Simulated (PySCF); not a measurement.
# CF2O (carbonyl fluoride): the cost of one run

Programs: PySCF 2.14.0, with density-fitted response routines of our own. Each step states its level of theory. These are calculated values for one molecule in the gas phase, unless marked as measured. Atoms are numbered from 0 throughout.

## (1) The molecule as given

4 atoms, charge 0, multiplicity 1; geometry from: GFN2-xTB. The atoms were then displaced at random by about 0.01 Å, so the start is not that level's minimum.

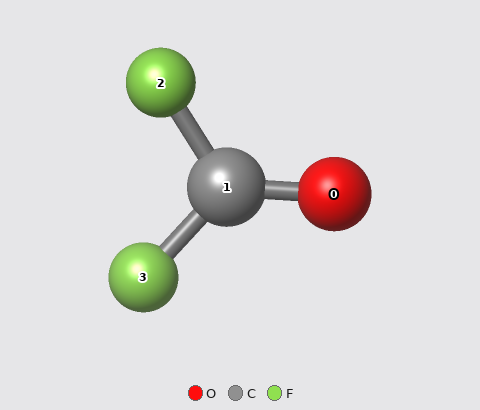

As it starts; oxygen red, carbon grey, fluorine green, atoms numbered; sticks join atoms by distance.

## (2) Optimising the geometry at PBE0-D3(BJ)/def2-SVP

What the job is given:

```
{"job": {"xc": "PBE0", "basis": "def2-SVP", "d3": "d3bj", "grid": 1, "shake": 0.01, "kind": "geom"}, "charge": 0, "multiplicity": 1}
O     -0.297320     1.095510     0.808820
C     -0.029650     0.088920     0.354700
F      0.994090    -0.645770     0.683420
F     -0.629120    -0.564030    -0.590390
```

On the command line:

```bash
$ OMP_NUM_THREADS=1 python probes_run.py task.json out
```

This one command runs all jobs of the session in turn.

Q: Estimate the wall time and peak memory of this first job on 1 thread of Arm Neoverse V2, shared host.

About 4.6 s, with a peak of 0.27 GiB.
